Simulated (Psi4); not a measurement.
**CH3B (SMILES B[CH]) at UMP3/def2-TZVP**

Aim: the vertical ionisation energy of CH3B at UMP3/def2-TZVP, from 2 runs. 

Program for the calculation: Psi4 1.11.

3 further runs of the same task are left out: 3 set aside as unsound or not needed.

### 1 The system as given

The species is CH3B (5 atoms), meant as a triplet with charge 0. SMILES: `B[CH]`. The coordinates come from a GFN2-xTB relaxation.

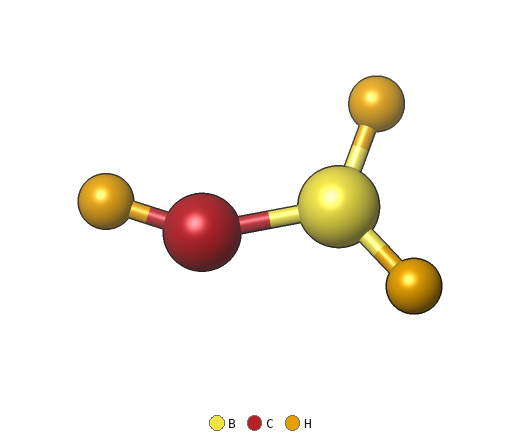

Viewed from a chosen angle; boron yellow, carbon red, hydrogen amber.

### 2 A single-point energy at UMP3/def2-TZVP

ch3b.dat

```
memory 1.6 GB

molecule m {
  0 3
  B
  C 1 1.462604
  H 1 1.181517 2 120.42239
  H 1 1.174309 3 117.71873 2 -179.97203
  H 2 1.068014 1 150.80989 4 179.97404
  symmetry c1
  no_reorient
  no_com
}

set globals {
  basis def2-TZVP
  reference uhf
  puream true
  e_convergence 1e-09
  d_convergence 1e-08
  scf_type pk
  num_frozen_docc 2
  maxiter 200
  mp_type conv
}

result, w = energy('mp3', return_wfn=True)
print_variables()
```

The run is started by

```console
psi4 -n 1 ch3b.dat ch3b.out
```

ch3b.out:

```text
[...]
  Running in c1 symmetry.
[...]
  Nuclear repulsion =   22.748851701930992
[...]
  Multiplicity = 3
[...]
  Nalpha       = 8
  Nbeta        = 6
[...]
    Number of basis functions: 80
[...]
   @UHF iter   1:   -64.15333938763948   -9.93852e-01   2.75105e-03 ADIIS/DIIS
[...]
   @UHF iter  13:   -64.21311631512627   -5.94014e-12   5.39424e-09 DIIS
[...]
   @S^2 Observed:                2.017074087E+00
[...]
    Orbital Energies [Eh]
    ---------------------
    Alpha Occupied:
       1A    -11.261424     2A     -7.594951     3A     -0.972162
       4A     -0.701843     5A     -0.565504     6A     -0.533643
       7A     -0.430639     8A     -0.389436
    Alpha Virtual:
       9A      0.101263    10A      0.127504    11A      0.154729
      12A      0.165066    13A      0.211207    14A      0.257492
      15A      0.273881    16A      0.326901    17A      0.330438
      18A      0.386485    19A      0.418408    20A      0.488238
      21A      0.504213    22A      0.506954    23A      0.583627
      24A      0.606613    25A      0.648030    26A      0.703338
[...]
  @UHF Final Energy:   -64.21311631512627
   => Energetics <=
    Nuclear Repulsion Energy =             22.7488517019309917
    One-Electron Energy =                -130.1501790688484448
    Two-Electron Energy =                  43.1882110517911855
    Total Energy =                        -64.2131163151262712
  UHF NO Occupations:
  HONO-2 :    6  A 1.9932995
  HONO-1 :    7  A 1.0000000
[...]
 Multipole Moments:
 ------------------------------------------------------------------------------------
     Multipole            Electronic (a.u.)      Nuclear  (a.u.)        Total (a.u.)
 ------------------------------------------------------------------------------------
 L = 1.  Multiply by 2.5417464519 to convert [e a0] to [Debye]
 Dipole X            :         -0.0005707            0.0004141           -0.0001566
 Dipole Y            :         -0.3008866            0.4693842            0.1684975
 Dipole Z            :          0.5613176           -0.2345770            0.3267406
 Magnitude           :                                                    0.3676287
[...]
	SCS-MP2 Total Energy (a.u.)        :   -64.41972388890993
	SOS-MP2 Total Energy (a.u.)        :   -64.42194986708259
[...]
	SOS-PI-MP2 Total Energy (a.u.)     :   -64.43801398646384
[...]
	MP2 Total Energy (a.u.)            :   -64.41527193256462
[...]
	SCS-MP3 Total Energy (a.u.)        :   -64.42692424417589
[...]
	MP3 Total Energy (a.u.)            :   -64.44407335362845
[...]
```

Wall time 8.4 s (1 thread of INTEL XEON PLATINUM 8581C at 2.30GHz (Emerald Rapids), shared host); peak memory 0.67 GiB.

### 3 The doublet cation, same level

job.inp

```
memory 1600 MB

molecule system {
  1 2
  B     -0.352450    -0.401400    -0.071360
  C      0.507540     0.779550    -0.141970
  H     -0.308550    -1.118250     0.866820
  H     -1.104620    -0.672740    -0.931370
  H      1.258080     1.412850     0.277880
  symmetry c1
  no_reorient
  no_com
}

set {
  reference       uhf
  puream          true
  e_convergence   1e-09
  d_convergence   1e-08
  scf_type        pk
  num_frozen_docc 2
  maxiter         200
  mp_type         conv
}

e, wfn = energy("mp3/def2-TZVP", return_wfn=True)
```

The run is started by

```console
psi4 -n 1 job.inp job.out
```

job.out:

```text
[...]
  Running in c1 symmetry.
[...]
  Nuclear repulsion =   22.748848453748341
[...]
  Multiplicity = 2
[...]
  Nalpha       = 7
  Nbeta        = 6
[...]
    Number of basis functions: 80
[...]
   @UHF iter   1:   -63.79661572359107   -6.37128e-01   3.04668e-03 DIIS/ADIIS
[...]
   @UHF iter  17:   -63.87131898357389   -4.37694e-12   3.56425e-09 DIIS
[...]
   @S^2 Observed:                7.663151815E-01
[...]
    Orbital Energies [Eh]
    ---------------------
    Alpha Occupied:
       1A    -11.674187     2A     -7.881172     3A     -1.278257
       4A     -1.014284     5A     -0.834523     6A     -0.787429
       7A     -0.763000
    Alpha Virtual:
       8A     -0.291023     9A     -0.132283    10A     -0.069191
      11A     -0.034392    12A     -0.012719    13A      0.010265
      14A      0.040947    15A      0.066810    16A      0.103677
      17A      0.130626    18A      0.144325    19A      0.184879
      20A      0.246624    21A      0.256046    22A      0.275876
      23A      0.357243    24A      0.373351    25A      0.395178
[...]
  @UHF Final Energy:   -63.87131898357389
   => Energetics <=
    Nuclear Repulsion Energy =             22.7488484537483409
    One-Electron Energy =                -125.6950198610987428
    Two-Electron Energy =                  39.0748524237765196
    Total Energy =                        -63.8713189835738859
  UHF NO Occupations:
  HONO-2 :    5  A 1.9982526
  HONO-1 :    6  A 1.9941445
[...]
 Multipole Moments:
 ------------------------------------------------------------------------------------
     Multipole            Electronic (a.u.)      Nuclear  (a.u.)        Total (a.u.)
 ------------------------------------------------------------------------------------
 L = 1.  Multiply by 2.5417464519 to convert [e a0] to [Debye]
 Dipole X            :         -1.4848720            2.1314221            0.6465501
 Dipole Y            :         -3.4178812            4.3315546            0.9136734
 Dipole Z            :          1.7959140           -1.8808255           -0.0849115
 Magnitude           :                                                    1.1225133
[...]
	SCS-MP2 Total Energy (a.u.)        :   -64.06792372680806
	SOS-MP2 Total Energy (a.u.)        :   -64.07292395280184
[...]
	SOS-PI-MP2 Total Energy (a.u.)     :   -64.08843202735784
[...]
	MP2 Total Energy (a.u.)            :   -64.05792327482048
[...]
	SCS-MP3 Total Energy (a.u.)        :   -64.07507817903900
[...]
	MP3 Total Energy (a.u.)            :   -64.08654108374422
[...]
```

Wall time 8.1 s (1 thread of INTEL XEON PLATINUM 8581C at 2.30GHz (Emerald Rapids), shared host); peak memory 0.67 GiB.

### 4 What came out

Level: UMP3/def2-TZVP, 2 core orbitals frozen.

```
                                                                  quantity         value
                                                triplet CH3B: total energy  -64.44407 Eh
  triplet CH3B: HOMO energy (Hartree–Fock orbitals) (highest over α and β)     -10.60 eV
   triplet CH3B: LUMO energy (Hartree–Fock orbitals) (lowest over α and β)       0.71 eV
                 triplet CH3B: correlation energy (2 core orbitals frozen)    -231.0 mEh
                           triplet CH3B: ⟨S²⟩ of the reference determinant         2.017
                                              doublet cation: total energy  -64.08654 Eh
doublet cation: HOMO energy (Hartree–Fock orbitals) (highest over α and β)     -20.76 eV
 doublet cation: LUMO energy (Hartree–Fock orbitals) (lowest over α and β)      -7.92 eV
               doublet cation: correlation energy (2 core orbitals frozen)    -215.2 mEh
                         doublet cation: ⟨S²⟩ of the reference determinant         0.766
                        vertical ionisation energy (to the doublet cation)      9.729 eV
```

**Reading.** Removing an electron at fixed nuclei costs 9.73 eV (224 kcal/mol).
